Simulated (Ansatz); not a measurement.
SiNH₄Cl and related structures: several calculations on one system

**1. Relaxation**

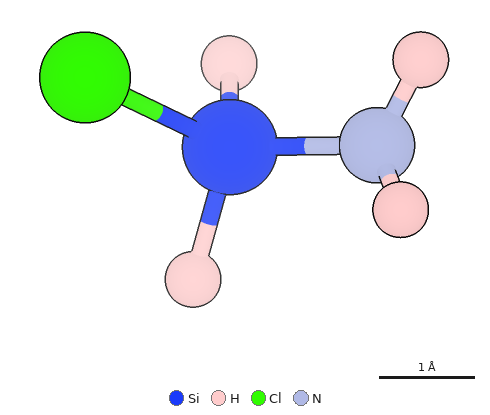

SiNH$_{4}$Cl, before the relaxation. The picture is a ball-and-stick view, seen at a tilt.

It is one of the separated products of a reaction.

These are results of RKS PBE0-D4/def2-TZVP in Ansatz, not measurements.

The input:
```yaml
crystal:
  periodic: [false, false, false]
  atoms:
    - {symbol: Si, position_ang: [-1.675799, -0.273109, 1.046656]}
    - {symbol: H, position_ang: [-2.069987, -0.554648, -0.351811]}
    - {symbol: H, position_ang: [-2.243674, -1.247124, 2.005023]}
    - {symbol: Cl, position_ang: [-2.589591, 1.540603, 1.502444]}
    - {symbol: N, position_ang: [0.013118, -0.285620, 1.153601]}
    - {symbol: H, position_ang: [0.553943, 0.236078, 0.461194]}
    - {symbol: H, position_ang: [0.460903, -0.301375, 2.055866]}
basis:
  gaussian: {orbitals: def2-TZVP}
hamiltonian: {xc: pbe0, dispersion: d4}
relax: {f_tol: 0.005, max_steps: 200}
```

Command:
```bash
ansatz run in.yaml --threads 8 --pin off --events-out ev --progress --plain --max-ram 19148MiB
```

Q: Predict the outcome.

A: H6 moves most after the best rigid fit: 0.040 Å. Largest moves by element: H 0.040 Å, Si 0.017 Å, Cl 0.015 Å, N 0.009 Å. Near-neighbour distances that change, for instance: N5–H6 1.022 → 1.007 Å, Si1–Cl4 2.081 → 2.072 Å, Si1–N5 1.692 → 1.701 Å. After 5 geometry steps the energy has fallen by 0.23 kcal/mol. Largest force component: 0.49 eV/Å at the start, 0.0004 eV/Å at the end.

Final geometry:

```xyz
7

Si   -1.6905   -0.2659    1.0412
H    -2.0678   -0.5476   -0.3598
H    -2.2293   -1.2514    2.0021
Cl   -2.5939    1.5366    1.5165
N     0.0066   -0.2791    1.1535
H     0.5663    0.1982    0.4651
H     0.4575   -0.2761    2.0544
```

**2. Relaxation**

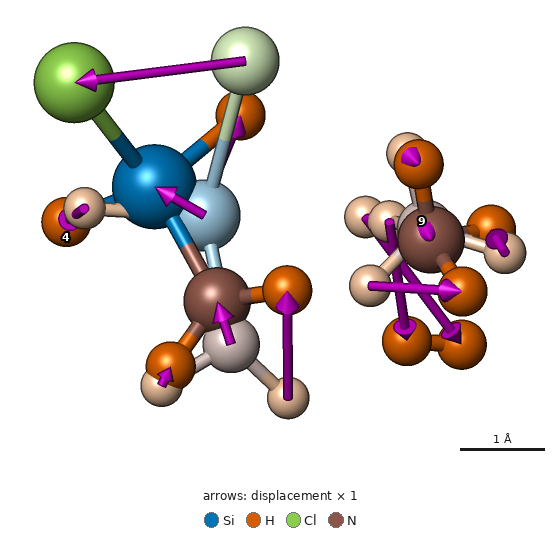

A relaxation of SiN₂H₉Cl (started from a transition state, displaced along its imaginary mode). The starting structure is drawn faded, the final one solid; purple arrows show the displacements, at their true length. The two geometries are superimposed by the best rigid fit.

The picture is a ball-and-stick view, seen at a tilt.

Computed with RKS PBE0-D4/def2-TZVP (Ansatz 0.2.0).

Input
```yaml
crystal:
  periodic: [false, false, false]
  atoms:
    - {symbol: Si, position_ang: [-1.170309, -0.537918, 0.625250]}
    - {symbol: H, position_ang: [-0.104061, -0.967765, -0.933931]}
    - {symbol: H, position_ang: [-1.745383, -1.907947, 0.397825]}
    - {symbol: H, position_ang: [-1.952747, 0.001694, 1.765998]}
    - {symbol: Cl, position_ang: [-1.972123, 0.874901, -0.754241]}
    - {symbol: H, position_ang: [1.306652, 1.063451, -0.263847]}
    - {symbol: N, position_ang: [0.399014, -0.366503, 1.341732]}
    - {symbol: H, position_ang: [0.332296, -0.324909, -1.060531]}
    - {symbol: N, position_ang: [1.070629, 0.885684, -1.230130]}
    - {symbol: H, position_ang: [1.149676, -1.018568, 1.128492]}
    - {symbol: H, position_ang: [0.373109, -0.156998, 2.326615]}
    - {symbol: H, position_ang: [1.903877, 0.865403, -1.804861]}
    - {symbol: H, position_ang: [0.409369, 1.589474, -1.538271]}
basis:
  gaussian: {orbitals: def2-TZVP}
hamiltonian: {xc: pbe0, dispersion: d4}
relax: {f_tol: 0.005, max_steps: 200}
```

Run as
```bash
ansatz run in.yaml --threads 8 --pin off --events-out ev --progress --plain --max-ram 19148MiB
```

Question: What did the optimiser do to the structure, and how much energy did it gain?

Answer: After 62 accepted moves (67 points after the start) the energy has fallen by 1.371 eV. Largest force component: 1.9 eV/Å at the start, 0.0033 eV/Å at the end. The line search rejected the trial steps at points 7, 14, 33, 53, 55 of the run. H2 moves most after the best rigid fit: 2.15 Å. Largest moves by element: H 2.15 Å, Cl 2.12 Å, Si 0.69 Å, N 0.55 Å. Some distances before and after: Si1–H2 1.937 → 4.330 Å, H8–N9 1.428 → 3.342 Å, Si1–Cl5 2.131 → 2.081 Å, Si1–N7 1.734 → 1.692 Å. Bond angles that change, for instance: H4–Si1–N7 97.1° → 109.7°, H4–Si1–Cl5 93.3° → 105.3°, H3–Si1–N7 119.9° → 108.9°. Cost: 110 s on 8 threads of Arm Neoverse V1, on a shared host.

**3. Reaction**

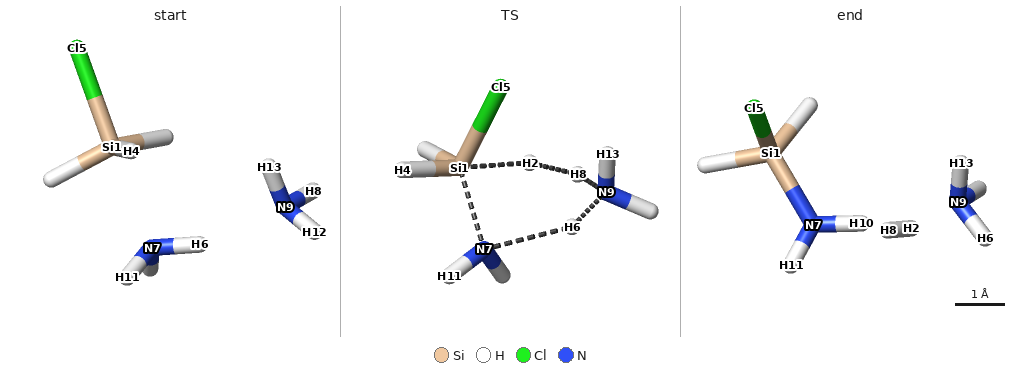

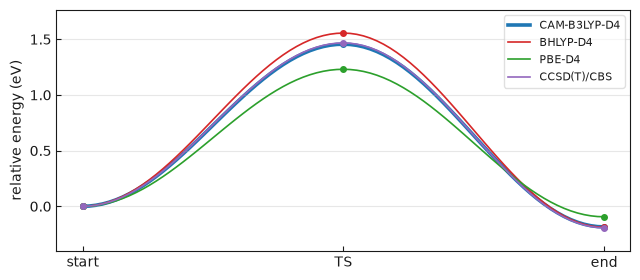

A reaction step of SiN2H9Cl, with its energy diagram. A stick model, seen at a tilt. Dashed sticks mark bonds that form or break.

Stationary points at PBE0-D4/def2-TZVP, single-point energies with CAM-B3LYP-D4, BHLYP-D4, PBE-D4, CCSD(T)/CBS (def2-TZVPP where no basis is named; Ansatz 0.2.0). The energies are electronic, without zero-point or thermal terms, and both ends are the minima reached downhill from the saddle, with any fragments still in contact. CCSD(T)/CBS stands for a frozen-core estimate: MP2 correlation extrapolated from def2-TZVPP and def2-QZVPP, CCSD(T) minus MP2 from the smaller set.

What happens, and what does it cost?

Answer. Counted by bonded pieces, the start holds NH₃ + NH₃ + SiH₃Cl and the end holds H₂ + NH₃ + SiH₄NCl. From the start over the saddle to the end, bonds form: N–Si (2.21 → 1.79 → 1.69 Å), H–H (3.42 → 1.27 → 0.75 Å), H–N (2.02 → 1.04 → 1.01 Å). Bonds break: H–Si (1.48 → 1.66 → 4.33 Å), H–N (1.03 → 2.01 → 3.67 Å), H–N (1.01 → 1.12 → 3.34 Å). The saddle has one imaginary mode, 228i cm⁻¹. With CAM-B3LYP-D4 the barrier is 1.46 eV from the start and 1.64 eV from the end, and the end lies 0.18 eV below the start.

| level | barrier from the start (eV) | barrier from the end (eV) | the end less the start (eV) |
| --- | --- | --- | --- |
| CAM-B3LYP-D4 | 1.46 | 1.64 | −0.18 |
| BHLYP-D4 | 1.56 | 1.74 | −0.19 |
| PBE-D4 | 1.23 | 1.32 | −0.09 |
| CCSD(T)/CBS | 1.47 | 1.66 | −0.19 |

Against CCSD(T)/CBS, CAM-B3LYP-D4 comes closest on the barrier from the start (−0.01 eV) and PBE-D4 misses most (−0.24 eV).

**4. Reaction**

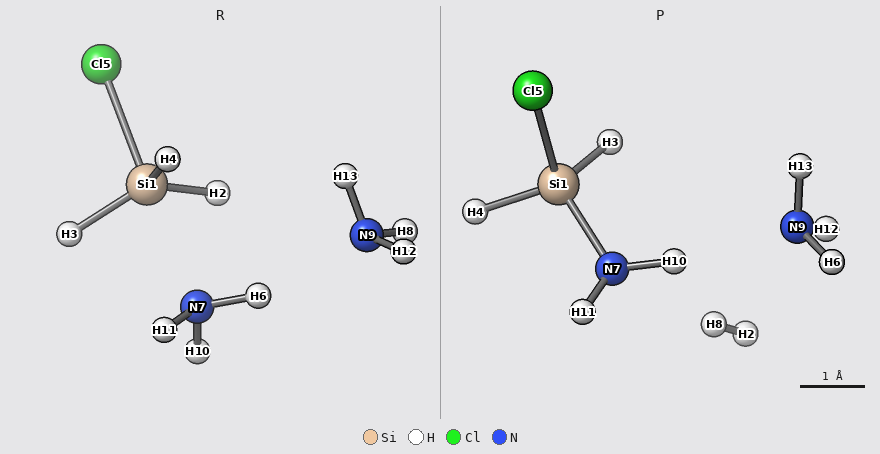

Reactant (R) and product (P) of one elementary step of SiN2H9Cl. A ball-and-stick model, seen at a tilt.

Stationary points at PBE0-D4/def2-TZVP, single-point energies with CCSD(T)/CBS, PBE-D4, wB97X-V (def2-TZVPP where no basis is named; Ansatz 0.2.0). The energies are electronic, without zero-point or thermal terms, and both ends are the minima reached downhill from the saddle, with any fragments still in contact. CCSD(T)/CBS stands for a frozen-core estimate: MP2 correlation extrapolated from def2-TZVPP and def2-QZVPP, CCSD(T) minus MP2 from the smaller set.

Q: Predict the saddle point between them and the barrier.

A: Counted by bonded pieces, R holds NH₃ + NH₃ + SiH₃Cl and P holds H₂ + NH₃ + SiH₄NCl. From R over the saddle to P, bonds form: Si1–N7 (2.21 → 1.79 → 1.69 Å), H2–H8 (3.42 → 1.27 → 0.75 Å), H6–N9 (2.02 → 1.04 → 1.01 Å). Bonds break: Si1–H2 (1.48 → 1.66 → 4.33 Å), H6–N7 (1.03 → 2.01 → 3.67 Å), H8–N9 (1.01 → 1.12 → 3.34 Å). The saddle has one imaginary mode, 228i cm⁻¹. With CCSD(T)/CBS the barrier is 33.8 kcal/mol from R and 38.3 kcal/mol from P, and P lies 4.4 kcal/mol below R.

```tsv
level	barrier from R (kcal/mol)	barrier from P (kcal/mol)	P less R (kcal/mol)
CCSD(T)/CBS	33.8	38.3	−4.4
PBE-D4	28.4	30.5	−2.2
wB97X-V	34.4	37.7	−3.3
```

Against CCSD(T)/CBS, wB97X-V comes closest on the barrier from R (+0.6 kcal/mol) and PBE-D4 misses most (−5.5 kcal/mol).

The saddle point in the same view, with dashed sticks for the bonds that form or break:

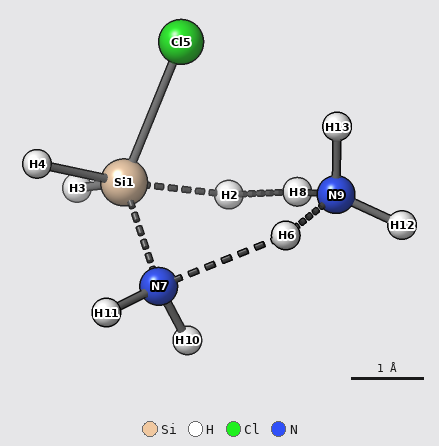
